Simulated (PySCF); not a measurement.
**What a change does: NMR shielding calculation on C2H5NO3Si**

System: C2H5NO3Si.
Method of the first run: GIAO PBE0/STO-3G NMR shielding, non-relativistic, gas phase (PySCF 2.14.0).

The geometry comes from this level: PBE0-D3(BJ)/def2-SVP. Text and figures count atoms from 1; the logs count them from 0 in places.

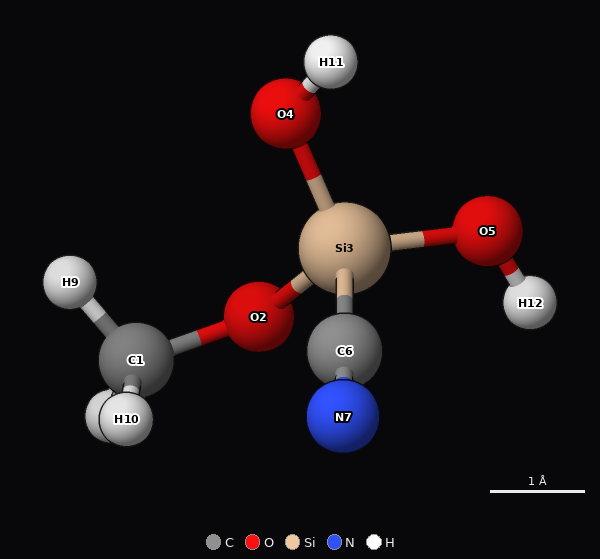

Fig. 1: The input geometry (ball-and-stick view, seen at a tilt; atoms are numbered from 1 in the order of the input). Bond lengths as drawn: C–H 1.10 Å, C–N 1.16 Å, C–O 1.41 Å, C–Si 1.86 Å, H–O 0.96 Å and O–Si 1.63 to 1.64 Å.

Input file, the first run:
```
{"job": {"kind": "nmr", "xc": "PBE0", "basis": "STO-3G", "pop": true}, "charge": 0, "multiplicity": 1}
C      1.932378     0.033735     0.041981
O      0.776209    -0.725543     0.299771
Si    -0.767769    -0.207865     0.268844
O     -1.037667     0.891738     1.447754
O     -1.809049    -1.459947     0.418235
C     -1.029867     0.611789    -1.385042
N     -1.165660     1.119929    -2.418398
H      2.788303    -0.651862    -0.032430
H      2.127132     0.749975     0.856776
H      1.852065     0.592474    -0.906777
H     -1.928832     1.233680     1.563764
H     -1.698771    -2.217129    -0.164297
```

The first line tells a small driver script what to run in PySCF; the rest is the geometry in Å.

Command:
```bash
OMP_NUM_THREADS=1 python <driver script> task.json out
```

Hardware: 1 CPU thread, shared host.

Output (the first run):
```
coarse grid: 11216 points
cycle   1  E = -640.2976518523  dE =  1.239e+00  |g| = 9.095e-01  |ddm| = 4.622e+00
cycle   2  E = -640.0930163104  dE =  2.046e-01  |g| = 1.322e+00  |ddm| = 2.893e+00
cycle   3  E = -640.5345360487  dE = -4.415e-01  |g| = 3.952e-01  |ddm| = 1.834e+00
cycle   4  E = -640.5746415872  dE = -4.011e-02  |g| = 5.902e-02  |ddm| = 4.240e-01
cycle   5  E = -640.5756617169  dE = -1.020e-03  |g| = 6.222e-03  |ddm| = 7.853e-02
cycle   6  E = -640.5756722035  dE = -1.049e-05  |g| = 3.208e-03  |ddm| = 1.431e-02
cycle   7  E = -640.5756754831  dE = -3.280e-06  |g| = 3.500e-04  |ddm| = 5.245e-03
final grid: 105824 points
cycle   8  E = -640.5205171221  dE = -8.177e-06  |g| = 4.764e-03  |ddm| = 1.853e-02
cycle   9  E = -640.5205172212  dE = -9.907e-08  |g| = 4.779e-03  |ddm| = 1.290e-02
cycle  10  E = -640.5205236500  dE = -6.429e-06  |g| = 1.431e-03  |ddm| = 6.637e-03
cycle  11  E = -640.5205241665  dE = -5.165e-07  |g| = 1.215e-04  |ddm| = 1.361e-03
cycle  12  E = -640.5205241709  dE = -4.350e-09  |g| = 3.840e-05  |ddm| = 2.278e-04
cycle  13  E = -640.5205241714  dE = -4.588e-10  |g| = 5.439e-06  |ddm| = 5.866e-05
converged SCF energy = -640.5205241714

GIAO shielding tensors (ppm)
atom      isotropic    diamagn.    paramagn.     s11        s22        s33       span
  0 C      186.830     245.951     -59.120    163.967    166.956    229.568     65.601
  1 O      419.336     378.804      40.532    334.685    448.707    474.616    139.931
  2 Si     554.042     866.307    -312.265    486.679    585.682    589.766    103.087
  3 O      403.533     379.856      23.678    316.416    423.069    471.115    154.699
  4 O      401.460     376.998      24.462    319.546    420.488    464.345    144.799
  5 C      134.192     268.437    -134.245     55.767     57.787    289.022    233.255
  6 N       34.806     322.203    -287.397   -109.684   -102.414    316.514    426.198
  7 H       30.198      28.882       1.315     25.963     26.918     37.712     11.750
  8 H       30.447      30.153       0.294     25.874     28.333     37.135     11.260
  9 H       30.504      31.482      -0.979     26.072     29.421     36.018      9.946
 10 H       33.989      30.111       3.878     26.316     29.742     45.910     19.594
 11 H       33.958      29.700       4.257     26.378     30.037     45.458     19.080
```

The input of the second run differs as follows (lines with − go, lines with + come):
```diff
-"basis": "STO-3G"
+"basis": "cc-pVDZ"
```

What does this change do to the results?

The total energy of the second run is 5161.4 kcal/mol lower, which measures the change of basis and not a stability. The HOMO goes from −4.90 to −8.77 eV. The LUMO goes from 4.13 to −0.05 eV. The dipole moment goes from 2.07 to 1.92 D. Of all shieldings, the largest change is that of O2, by −116.5 ppm. The SCF takes 14 iterations against 13. The basis functions go from 44 to 127.

Output (the second run):
```
coarse grid: 11216 points
cycle   1  E = -648.5123135742  dE =  1.021e+00  |g| = 1.085e+00  |ddm| = 6.658e+00
cycle   2  E = -648.1626338100  dE =  3.497e-01  |g| = 1.718e+00  |ddm| = 3.519e+00
cycle   3  E = -648.7185709855  dE = -5.559e-01  |g| = 2.738e-01  |ddm| = 2.202e+00
cycle   4  E = -648.7323467859  dE = -1.378e-02  |g| = 1.191e-01  |ddm| = 4.076e-01
cycle   5  E = -648.7354313511  dE = -3.085e-03  |g| = 1.596e-02  |ddm| = 1.441e-01
cycle   6  E = -648.7354933863  dE = -6.204e-05  |g| = 4.918e-03  |ddm| = 3.376e-02
cycle   7  E = -648.7354972726  dE = -3.886e-06  |g| = 1.900e-03  |ddm| = 7.921e-03
final grid: 105824 points
cycle   8  E = -648.7456878487  dE = -1.393e-05  |g| = 9.617e-03  |ddm| = 4.136e-02
cycle   9  E = -648.7456696288  dE =  1.822e-05  |g| = 1.389e-02  |ddm| = 2.960e-02
cycle  10  E = -648.7457058301  dE = -3.620e-05  |g| = 1.171e-03  |ddm| = 1.696e-02
cycle  11  E = -648.7457061212  dE = -2.911e-07  |g| = 3.826e-04  |ddm| = 2.014e-03
cycle  12  E = -648.7457061461  dE = -2.488e-08  |g| = 1.735e-04  |ddm| = 5.557e-04
cycle  13  E = -648.7457061524  dE = -6.337e-09  |g| = 4.166e-05  |ddm| = 2.390e-04
cycle  14  E = -648.7457061528  dE = -3.317e-10  |g| = 1.235e-05  |ddm| = 6.744e-05
converged SCF energy = -648.7457061528

GIAO shielding tensors (ppm)
atom      isotropic    diamagn.    paramagn.     s11        s22        s33       span
  0 C      147.482     243.589     -96.107    121.414    124.876    196.157     74.743
  1 O      302.863     390.682     -87.819    238.455    318.973    351.163    112.707
  2 Si     494.147     887.645    -393.498    441.721    513.423    527.297     85.576
  3 O      293.832     381.772     -87.940    269.649    284.096    327.751     58.102
  4 O      289.085     383.609     -94.524    266.094    277.615    323.545     57.451
  5 C       81.286     264.056    -182.770    -24.330    -21.171    289.361    313.691
  6 N      -55.349     339.604    -394.953   -239.780   -229.438    303.171    542.951
  7 H       27.768      28.452      -0.684     23.566     25.490     34.248     10.682
  8 H       27.719      29.566      -1.847     23.236     25.693     34.227     10.990
  9 H       27.582      31.175      -3.593     23.331     26.350     33.064      9.734
 10 H       29.599      29.980      -0.381     22.139     23.879     42.780     20.641
 11 H       29.621      31.353      -1.732     22.072     24.254     42.535     20.463
```

The two runs side by side:

| quantity | the first run | the second run |
| --- | --- | --- |
| outcome | converged | converged |
| total energy (hartree) | −640.520524 | −648.745706 |
| HOMO (eV) | −4.90 | −8.77 |
| LUMO (eV) | 4.13 | −0.05 |
| dipole moment (D) | 2.07 | 1.92 |
| shielding of C1 (ppm) | 186.8 | 147.5 |
| shielding of O2 (ppm) | 419.3 | 302.9 |
| shielding of Si3 (ppm) | 554.0 | 494.1 |
| shielding of O4 (ppm) | 403.5 | 293.8 |
| shielding of O5 (ppm) | 401.5 | 289.1 |
| shielding of C6 (ppm) | 134.2 | 81.3 |
| shielding of N7 (ppm) | 34.8 | −55.3 |
| SCF iterations | 13 | 14 |
| basis functions | 44 | 127 |
| wall time (shared host) | 4 s | 14 s |
